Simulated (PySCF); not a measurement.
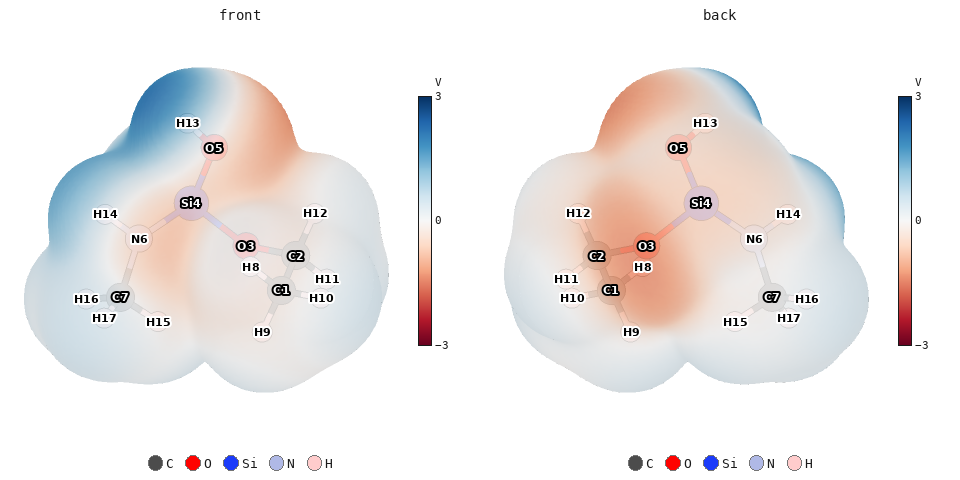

*C$_{3}$H$_{10}$NO$_{2}$Si (doublet). The electrostatic potential painted on the density surface at 0.001 e/bohr³, seen from the front and from behind; red is negative and blue positive.*

Geometry: GFN2-xTB.

Computed with PySCF, UKS B3LYP, pcH-1 on C H N O Si, non-relativistic, mean-field spin-orbit, GIAO.

```json
{"atom": "C", "x (Å)": "-1.7502", "y (Å)": "0.8263", "z (Å)": "0.3665"}
{"atom": "C", "x (Å)": "-1.7898", "y (Å)": "-0.1674", "z (Å)": "-0.7835"}
{"atom": "O", "x (Å)": "-0.5041", "y (Å)": "-0.4431", "z (Å)": "-1.2929"}
{"atom": "Si", "x (Å)": "0.6827", "y (Å)": "-1.2940", "z (Å)": "-0.5932"}
{"atom": "O", "x (Å)": "0.0111", "y (Å)": "-2.4558", "z (Å)": "0.3585"}
{"atom": "N", "x (Å)": "1.6423", "y (Å)": "-0.2859", "z (Å)": "0.4573"}
{"atom": "C", "x (Å)": "2.0868", "y (Å)": "1.0243", "z (Å)": "0.0463"}
{"atom": "H", "x (Å)": "-1.1711", "y (Å)": "0.4134", "z (Å)": "1.1890"}
{"atom": "H", "x (Å)": "-1.2832", "y (Å)": "1.7546", "z (Å)": "0.0450"}
{"atom": "H", "x (Å)": "-2.7601", "y (Å)": "1.0373", "z (Å)": "0.7098"}
{"atom": "H", "x (Å)": "-2.3656", "y (Å)": "0.2375", "z (Å)": "-1.6223"}
{"atom": "H", "x (Å)": "-2.2530", "y (Å)": "-1.1035", "z (Å)": "-0.4550"}
{"atom": "H", "x (Å)": "0.5276", "y (Å)": "-2.9053", "z (Å)": "1.0203"}
{"atom": "H", "x (Å)": "2.3439", "y (Å)": "-0.7454", "z (Å)": "1.0217"}
{"atom": "H", "x (Å)": "1.3114", "y (Å)": "1.4738", "z (Å)": "-0.5685"}
{"atom": "H", "x (Å)": "3.0142", "y (Å)": "0.9946", "z (Å)": "-0.5359"}
{"atom": "H", "x (Å)": "2.2502", "y (Å)": "1.6507", "z (Å)": "0.9263"}
```

Which sites attract a positive test charge, and which a negative one?

A positive charge is drawn to the negative regions and a negative charge to the positive ones. The most negative region (about −1.3 V) lies over O3 and O5, the most positive (about +2.1 V) over H13.
